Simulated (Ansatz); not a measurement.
**AlBN (quartet): B2PLYP, RPA-PBE over vertical spin and charge gaps, cc-pVTZ**

Aim: run AlBN (quartet) with these functionals over vertical spin and charge gaps, and hold them against the top wave-function level at the same points.

Method: cc-pVTZ, all electrons in the functionals, frozen cores in the correlation of double hybrids and RPA; program: Ansatz 0.2.0, Gaussian basis.

Plan: B2PLYP, RPA-PBE, at charge 0, quartet; charge 0, doublet; charge 0, sextet; charge 1, triplet; charge 1, quintet.

8 further runs of the same task are left out: 5 for a known fault of the program, 3 set aside as unsound or not needed.

### 1 The system

The geometry is a PBE0/def2-TZVP stationary point (not a proven minimum).

3 atoms, charge 0, spin multiplicity 4.

Atoms are counted from 1 here; the program's logs count them from 0.

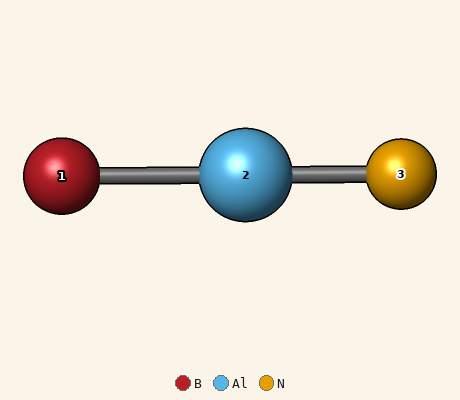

The structure; boron red, aluminium blue, nitrogen amber; atoms are numbered from 1 in the order of the file.

No dispersion term is added.

The geometry shown and the zero of energy belong to the point charge 0, quartet. The yardstick, UCCSD(T), and other wave-function levels (R restricted, U unrestricted, valence and pair active spaces) come from earlier runs.

### 2 B2PLYP, charge 0, quartet

in.yaml reads:

```yaml
crystal:
  periodic: [false, false, false]
  atoms:
    - {symbol: B, position_ang: [0.000000, 0.000000, 1.969867]}
    - {symbol: Al, position_ang: [0.000000, 0.000000, -0.105833]}
    - {symbol: N, position_ang: [0.000000, 0.000000, -1.864033]}
basis:
  gaussian: {orbitals: cc-pVTZ}
magnetization: {spin_polarized: true, initial_magnetization: 3}
hamiltonian: {xc: {name: B2PLYP}}
correlation: {electrons: outside_noble_gas}
```

Launch:

```
$ ansatz run in.yaml --threads 2 --pin off --events-out ev --progress --plain --max-ram 24576MiB --backend cuda --devices 0, --max-vram 18GiB
```

The program printed:

```text
Functional definition: B2PLYP
  name "B2PLYP"
  cite "Grimme, J. Chem. Phys. 124, 034108 (2006) doi:10.1063/1.2148954"
  cite "Becke, Phys. Rev. A 38, 3098 (1988) doi:10.1103/PhysRevA.38.3098"
  cite "Lee, Yang & Parr, Phys. Rev. B 37, 785 (1988) doi:10.1103/PhysRevB.37.785"
  parameter a = 0.53
  parameter c = 0.27
  exchange = (1 - a)*b88_x + a*exact_x
  correlation = (1 - c)*lyp_c + c*(mp2_os + mp2_ss)
577 factors; integrals over basis functions are off by at most 1.2e-3 eV
mean field evaluation 1: about -8741.7617 eV, gradient 3.3e1 eV
mean field evaluation 2: about -8741.8231 eV, gradient 3.3e1 eV
mean field evaluation 4: about -8746.7497 eV, gradient 9.8e0 eV
mean field evaluation 8: about -8748.0980 eV, gradient 9.0e-1 eV
mean field evaluation 16: about -8748.1326 eV, gradient 3.5e-2 eV
mean field evaluation 32: about -8748.1327 eV, gradient 1.2e-5 eV
mean field evaluation 64: about -8748.1327 eV, gradient 1.5e-6 eV
mean field evaluation 96: about -8748.1852 eV, gradient 4.2e-1 eV
mean field evaluation 128: about -8733.1110 eV, gradient 2.6e1 eV
mean field -8748.26443513 eV, -321.4927882044 hartree, gradient 1.8e-6 eV, S^2 4.029543; 8 other end points of the search recorded, 0 dependent functions left out
7 core orbitals not correlated: weight in the atoms' cores, before any rotation towards them, 1.000 or more for the frozen orbitals, at most 0.000 for the correlated occupied ones
reference -8748.26456354 eV, -321.4927929234 hartree; 7, 4 occupied and 80, 83 virtual orbitals, 577 factors
second order -9.59588635 eV of doubles, -0.00000000 eV of singles
Total energy: -8750.85545285 eV, -321.5880063495 hartree
```

It took 16 s on 1 × H100 (card shared with other runs) with 2 threads of AMD EPYC 7R13, shared host; peak host memory 0.77 GiB.

From the report: ⟨S²⟩ of the determinant 4.030 (pure quartet: 3.75).

### 3 B2PLYP, charge 0, doublet

Edit in.yaml of step 2 so:

```diff
@@ -8,3 +8,3 @@
   gaussian: {orbitals: cc-pVTZ}
-magnetization: {spin_polarized: true, initial_magnetization: 3}
+magnetization: {spin_polarized: true, initial_magnetization: 1}
 hamiltonian: {xc: {name: B2PLYP}}
```

Same command.

The program printed, cut to the lines that bear on the results:

```text
Functional definition: B2PLYP
  name "B2PLYP"
  cite "Grimme, J. Chem. Phys. 124, 034108 (2006) doi:10.1063/1.2148954"
  cite "Becke, Phys. Rev. A 38, 3098 (1988) doi:10.1103/PhysRevA.38.3098"
  cite "Lee, Yang & Parr, Phys. Rev. B 37, 785 (1988) doi:10.1103/PhysRevB.37.785"
[...]
577 factors; integrals over basis functions are off by at most 1.2e-3 eV
[...]
mean field -8748.46387588 eV, -321.5001175169 hartree, gradient 1.6e-6 eV, S^2 2.492146; 15 other end points of the search recorded, 0 dependent functions left out
7 core orbitals not correlated: weight in the atoms' cores, before any rotation towards them, 1.000 or more for the frozen orbitals, at most 0.000 for the correlated occupied ones
reference -8748.46400139 eV, -321.5001221292 hartree; 6, 5 occupied and 81, 82 virtual orbitals, 577 factors
second order -8.82348280 eV of doubles, -0.00000000 eV of singles
Total energy: -8750.84634175 eV, -321.5876715225 hartree
```

It took 14 s on 1 × H100 (card shared with other runs) with 2 threads of AMD EPYC 7R13, shared host; peak host memory 0.78 GiB.

From the report: ⟨S²⟩ of the determinant 2.492 (pure doublet: 0.75). The determinant is far from a pure spin state, so its energy mixes those of several spin states (harmless only where they are near-degenerate, as at dissociation).

From charge 0, quartet: +0.2 kcal/mol.

### 4 B2PLYP, charge 0, sextet

Edit in.yaml of step 3 so:

```diff
@@ -8,3 +8,3 @@
   gaussian: {orbitals: cc-pVTZ}
-magnetization: {spin_polarized: true, initial_magnetization: 1}
+magnetization: {spin_polarized: true, initial_magnetization: 5}
 hamiltonian: {xc: {name: B2PLYP}}
```

The command is unchanged.

The program printed, cut to the lines that bear on the results:

```text
Functional definition: B2PLYP
  name "B2PLYP"
  cite "Grimme, J. Chem. Phys. 124, 034108 (2006) doi:10.1063/1.2148954"
  cite "Becke, Phys. Rev. A 38, 3098 (1988) doi:10.1103/PhysRevA.38.3098"
  cite "Lee, Yang & Parr, Phys. Rev. B 37, 785 (1988) doi:10.1103/PhysRevB.37.785"
[...]
577 factors; integrals over basis functions are off by at most 1.2e-3 eV
[...]
mean field -8748.00504795 eV, -321.4832559013 hartree, gradient 4.8e-6 eV, S^2 8.767471; 4 other end points of the search recorded, 0 dependent functions left out
7 core orbitals not correlated: weight in the atoms' cores, before any rotation towards them, 1.000 or more for the frozen orbitals, at most 0.000 for the correlated occupied ones
reference -8748.00517513 eV, -321.4832605753 hartree; 8, 3 occupied and 79, 84 virtual orbitals, 577 factors
second order -7.83936948 eV of doubles, -0.00000000 eV of singles
Total energy: -8750.12180489 eV, -321.5610452842 hartree
```

Wall time 2.2 s (1 × H100 (card shared with other runs) with 2 threads of AMD EPYC 7R13, shared host); peak host memory 0.77 GiB.

From the report: ⟨S²⟩ of the determinant 8.767 (pure sextet: 8.75).

From charge 0, quartet: +16.9 kcal/mol.

### 5 B2PLYP, charge 1, triplet

Edit in.yaml of step 4 so:

```diff
@@ -8,3 +8,4 @@
   gaussian: {orbitals: cc-pVTZ}
-magnetization: {spin_polarized: true, initial_magnetization: 5}
+total_charge: 1
+magnetization: {spin_polarized: true, initial_magnetization: 2}
 hamiltonian: {xc: {name: B2PLYP}}
```

Launched as before.

The program printed, cut to the lines that bear on the results:

```text
Functional definition: B2PLYP
  name "B2PLYP"
  cite "Grimme, J. Chem. Phys. 124, 034108 (2006) doi:10.1063/1.2148954"
  cite "Becke, Phys. Rev. A 38, 3098 (1988) doi:10.1103/PhysRevA.38.3098"
  cite "Lee, Yang & Parr, Phys. Rev. B 37, 785 (1988) doi:10.1103/PhysRevB.37.785"
[...]
577 factors; integrals over basis functions are off by at most 1.2e-3 eV
[...]
mean field -8740.80215597 eV, -321.2185545035 hartree, gradient 1.8e-6 eV, S^2 2.772513; 20 other end points of the search recorded, 0 dependent functions left out
7 core orbitals not correlated: weight in the atoms' cores, before any rotation towards them, 1.000 or more for the frozen orbitals, at most 0.000 for the correlated occupied ones
reference -8740.80228893 eV, -321.2185593895 hartree; 6, 4 occupied and 81, 83 virtual orbitals, 577 factors
second order -7.12647508 eV of doubles, -0.00000000 eV of singles
Total energy: -8742.72643720 eV, -321.2892705342 hartree
```

Run time: 38 s. Hardware: 1 × H100 (card shared with other runs) with 2 threads of AMD EPYC 7R13, shared host; peak host memory 0.78 GiB.

From the report: ⟨S²⟩ of the determinant 2.773 (pure triplet: 2.00). The determinant is far from a pure spin state, so its energy mixes those of several spin states (harmless only where they are near-degenerate, as at dissociation).

From charge 0, quartet: +187.5 kcal/mol.

### 6 B2PLYP, charge 1, quintet

Edit in.yaml of step 5 so:

```diff
@@ -9,3 +9,3 @@
 total_charge: 1
-magnetization: {spin_polarized: true, initial_magnetization: 2}
+magnetization: {spin_polarized: true, initial_magnetization: 4}
 hamiltonian: {xc: {name: B2PLYP}}
```

Launched as before.

The program printed, cut to the lines that bear on the results:

```text
Functional definition: B2PLYP
  name "B2PLYP"
  cite "Grimme, J. Chem. Phys. 124, 034108 (2006) doi:10.1063/1.2148954"
  cite "Becke, Phys. Rev. A 38, 3098 (1988) doi:10.1103/PhysRevA.38.3098"
  cite "Lee, Yang & Parr, Phys. Rev. B 37, 785 (1988) doi:10.1103/PhysRevB.37.785"
[...]
577 factors; integrals over basis functions are off by at most 1.2e-3 eV
[...]
mean field -8740.77827797 eV, -321.2176770029 hartree, gradient 4.7e-6 eV, S^2 6.018113; 4 other end points of the search recorded, 0 dependent functions left out
7 core orbitals not correlated: weight in the atoms' cores, before any rotation towards them, 1.000 or more for the frozen orbitals, at most 0.000 for the correlated occupied ones
reference -8740.77841096 eV, -321.2176818903 hartree; 7, 3 occupied and 80, 84 virtual orbitals, 577 factors
second order -6.95684560 eV of doubles, -0.00000000 eV of singles
Total energy: -8742.65675927 eV, -321.2867099176 hartree
```

Run time: 11 s. Hardware: 1 × H100 (card shared with other runs) with 2 threads of AMD EPYC 7R13, shared host; peak host memory 0.77 GiB.

From the report: ⟨S²⟩ of the determinant 6.018 (pure quintet: 6.00).

From charge 0, quartet: +189.1 kcal/mol.

### 7 RPA-PBE, charge 0, quartet

in.yaml reads:

```yaml
crystal:
  periodic: [false, false, false]
  atoms:
    - {symbol: B, position_ang: [0.000000, 0.000000, 1.969867]}
    - {symbol: Al, position_ang: [0.000000, 0.000000, -0.105833]}
    - {symbol: N, position_ang: [0.000000, 0.000000, -1.864033]}
basis:
  gaussian: {orbitals: cc-pVTZ}
magnetization: {spin_polarized: true, initial_magnetization: 3}
hamiltonian: {xc: {name: PBE}}
correlation: {method: rpa, electrons: outside_noble_gas}
```

The command is unchanged.

The program printed, cut to the lines that bear on the results:

```text
Functional definition: PBE
  name "PBE"
  cite "Perdew, Burke & Ernzerhof, Phys. Rev. Lett. 77, 3865 (1996) doi:10.1103/PhysRevLett.77.3865"
  parent pbe
[...]
577 factors; integrals over basis functions are off by at most 1.2e-3 eV
[...]
mean field -8749.53369325 eV, -321.5394325798 hartree, gradient 2.3e-6 eV, S^2 3.778454; 9 other end points of the search recorded, 0 dependent functions left out
7 core orbitals not correlated: weight in the atoms' cores, before any rotation towards them, 1.000 or more for the frozen orbitals, at most 0.000 for the correlated occupied ones
reference -8729.11559695 eV, -320.7890813809 hartree; 7, 4 occupied and 80, 83 virtual orbitals, 577 factors
Total energy: -8744.01302354 eV, -321.3365517101 hartree
```

Wall time 10 s (1 × H100 (card shared with other runs) with 2 threads of AMD EPYC 7R13, shared host); peak host memory 0.87 GiB.

From the report: ⟨S²⟩ of the determinant 3.778 (pure quartet: 3.75).

### 8 RPA-PBE, charge 0, doublet

Edit in.yaml of step 7 so:

```diff
@@ -8,3 +8,3 @@
   gaussian: {orbitals: cc-pVTZ}
-magnetization: {spin_polarized: true, initial_magnetization: 3}
+magnetization: {spin_polarized: true, initial_magnetization: 1}
 hamiltonian: {xc: {name: PBE}}
```

Launched as before.

The program printed, cut to the lines that bear on the results:

```text
Functional definition: PBE
  name "PBE"
  cite "Perdew, Burke & Ernzerhof, Phys. Rev. Lett. 77, 3865 (1996) doi:10.1103/PhysRevLett.77.3865"
  parent pbe
[...]
577 factors; integrals over basis functions are off by at most 1.2e-3 eV
[...]
mean field -8749.88592319 eV, -321.5523767916 hartree, gradient 2.5e-6 eV, S^2 1.879321; 11 other end points of the search recorded, 0 dependent functions left out
7 core orbitals not correlated: weight in the atoms' cores, before any rotation towards them, 1.000 or more for the frozen orbitals, at most 0.000 for the correlated occupied ones
reference -8728.58542576 eV, -320.7695979488 hartree; 6, 5 occupied and 81, 82 virtual orbitals, 577 factors
Total energy: -8744.31946048 eV, -321.3478130601 hartree
```

Wall time 30 s (1 × H100 (card shared with other runs) with 2 threads of AMD EPYC 7R13, shared host); peak host memory 0.88 GiB.

From the report: ⟨S²⟩ of the determinant 1.879 (pure doublet: 0.75). The determinant is far from a pure spin state, so its energy mixes those of several spin states (harmless only where they are near-degenerate, as at dissociation).

From charge 0, quartet: -7.1 kcal/mol.

### 9 RPA-PBE, charge 0, sextet

Edit in.yaml of step 8 so:

```diff
@@ -8,3 +8,3 @@
   gaussian: {orbitals: cc-pVTZ}
-magnetization: {spin_polarized: true, initial_magnetization: 1}
+magnetization: {spin_polarized: true, initial_magnetization: 5}
 hamiltonian: {xc: {name: PBE}}
```

Same command.

The program printed, cut to the lines that bear on the results:

```text
Functional definition: PBE
  name "PBE"
  cite "Perdew, Burke & Ernzerhof, Phys. Rev. Lett. 77, 3865 (1996) doi:10.1103/PhysRevLett.77.3865"
  parent pbe
[...]
577 factors; integrals over basis functions are off by at most 1.2e-3 eV
[...]
mean field -8748.66690250 eV, -321.5075786075 hartree, gradient 2.1e-6 eV, S^2 8.757270; 8 other end points of the search recorded, 0 dependent functions left out
7 core orbitals not correlated: weight in the atoms' cores, before any rotation towards them, 1.000 or more for the frozen orbitals, at most 0.000 for the correlated occupied ones
reference -8730.43896522 eV, -320.8377142676 hartree; 8, 3 occupied and 79, 84 virtual orbitals, 577 factors
Total energy: -8743.19932128 eV, -321.3066487037 hartree
```

Run time: 3.2 s. Hardware: 1 × H100 (card shared with other runs) with 2 threads of AMD EPYC 7R13, shared host; peak host memory 0.87 GiB.

From the report: ⟨S²⟩ of the determinant 8.757 (pure sextet: 8.75).

From charge 0, quartet: +18.8 kcal/mol.

### 10 RPA-PBE, charge 1, triplet

Edit in.yaml of step 9 so:

```diff
@@ -8,3 +8,4 @@
   gaussian: {orbitals: cc-pVTZ}
-magnetization: {spin_polarized: true, initial_magnetization: 5}
+total_charge: 1
+magnetization: {spin_polarized: true, initial_magnetization: 2}
 hamiltonian: {xc: {name: PBE}}
```

Launched as before.

The program printed, cut to the lines that bear on the results:

```text
Functional definition: PBE
  name "PBE"
  cite "Perdew, Burke & Ernzerhof, Phys. Rev. Lett. 77, 3865 (1996) doi:10.1103/PhysRevLett.77.3865"
  parent pbe
[...]
577 factors; integrals over basis functions are off by at most 1.2e-3 eV
[...]
mean field -8741.12357515 eV, -321.2303664405 hartree, gradient 7.8e-6 eV, S^2 2.533522; 19 other end points of the search recorded, 0 dependent functions left out
7 core orbitals not correlated: weight in the atoms' cores, before any rotation towards them, 1.000 or more for the frozen orbitals, at most 0.000 for the correlated occupied ones
reference -8721.98878968 eV, -320.5271760443 hartree; 6, 4 occupied and 81, 83 virtual orbitals, 577 factors
Total energy: -8735.56946127 eV, -321.0262565200 hartree
```

Wall time 63 s (1 × H100 (card shared with other runs) with 2 threads of AMD EPYC 7R13, shared host); peak host memory 0.87 GiB.

From the report: ⟨S²⟩ of the determinant 2.534 (pure triplet: 2.00). The determinant is far from a pure spin state, so its energy mixes those of several spin states (harmless only where they are near-degenerate, as at dissociation).

From charge 0, quartet: +194.7 kcal/mol.

### 11 RPA-PBE, charge 1, quintet

Edit in.yaml of step 10 so:

```diff
@@ -9,3 +9,3 @@
 total_charge: 1
-magnetization: {spin_polarized: true, initial_magnetization: 2}
+magnetization: {spin_polarized: true, initial_magnetization: 4}
 hamiltonian: {xc: {name: PBE}}
```

The command is unchanged.

The program printed, cut to the lines that bear on the results:

```text
Functional definition: PBE
  name "PBE"
  cite "Perdew, Burke & Ernzerhof, Phys. Rev. Lett. 77, 3865 (1996) doi:10.1103/PhysRevLett.77.3865"
  parent pbe
[...]
577 factors; integrals over basis functions are off by at most 1.2e-3 eV
[...]
mean field -8740.92721368 eV, -321.2231502894 hartree, gradient 4.2e-6 eV, S^2 6.007692; 10 other end points of the search recorded, 0 dependent functions left out
7 core orbitals not correlated: weight in the atoms' cores, before any rotation towards them, 1.000 or more for the frozen orbitals, at most 0.000 for the correlated occupied ones
reference -8723.48450910 eV, -320.5821427191 hartree; 7, 3 occupied and 80, 84 virtual orbitals, 577 factors
Total energy: -8735.39640029 eV, -321.0198966464 hartree
```

Run time: 8 s. Hardware: 1 × H100 (card shared with other runs) with 2 threads of AMD EPYC 7R13, shared host; peak host memory 0.86 GiB.

From the report: ⟨S²⟩ of the determinant 6.008 (pure quintet: 6.00).

From charge 0, quartet: +198.7 kcal/mol.

### 12 Against the wave-function levels

No level is safe as a reference over these points; UCCSD(T) serves as a yardstick only. It comes from earlier runs at the same points. Energies in kcal/mol, counted from charge 0, quartet; blanks weren't run or aren't comparable.

| level | quartet to doublet | quartet to sextet | ionisation to the triplet cation | ionisation to the quintet cation |
| --- | --- | --- | --- | --- |
| UCCSD(T) | -4.2 | 13.4 | 187.1 | 188.7 |
| B2PLYP | 0.2 | 16.9 | 187.5 | 189.1 |
| RPA-PBE | -7.1 | 18.8 | 194.7 | 198.7 |

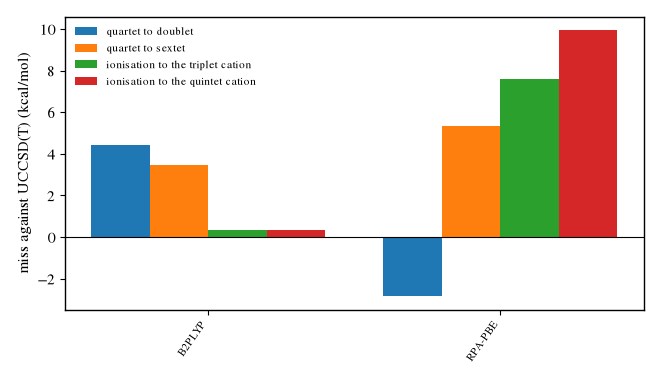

Misses of the gaps against UCCSD(T).

Largest miss and mean time a point (UCCSD(T) took 17 s a point; shared hosts):

| level | largest miss (kcal/mol) | where | time a point |
| --- | --- | --- | --- |
| B2PLYP | +4.4 | quartet to doublet | 16 s |
| RPA-PBE | +10.0 | ionisation to the quintet cation | 23 s |

### 13 What came out

```
                                  quantity                                              value
              quartet to doublet, UCCSD(T)                                      -4.2 kcal/mol
               quartet to sextet, UCCSD(T)                                      13.4 kcal/mol
ionisation to the triplet cation, UCCSD(T)                                     187.1 kcal/mol
ionisation to the quintet cation, UCCSD(T)                                     188.7 kcal/mol
                      largest miss, B2PLYP                 +4.4 kcal/mol (quartet to doublet)
                     largest miss, RPA-PBE  +10.0 kcal/mol (ionisation to the quintet cation)
```

Of the functionals, B2PLYP keep the smallest largest miss at the points compared (at most 4.4 kcal/mol) and RPA-PBE strays most (10.0 kcal/mol, at ionisation to the quintet cation). B2PLYP, RPA-PBE clearly break the spin symmetry at some points (⟨S²⟩ up to 1.74 above the pure value), so energy there is bought with a mixed spin. Functionals and the yardstick converge differently with the basis, so part of each miss in cc-pVTZ is the basis. The yardstick itself may be off where one determinant is a poor start.
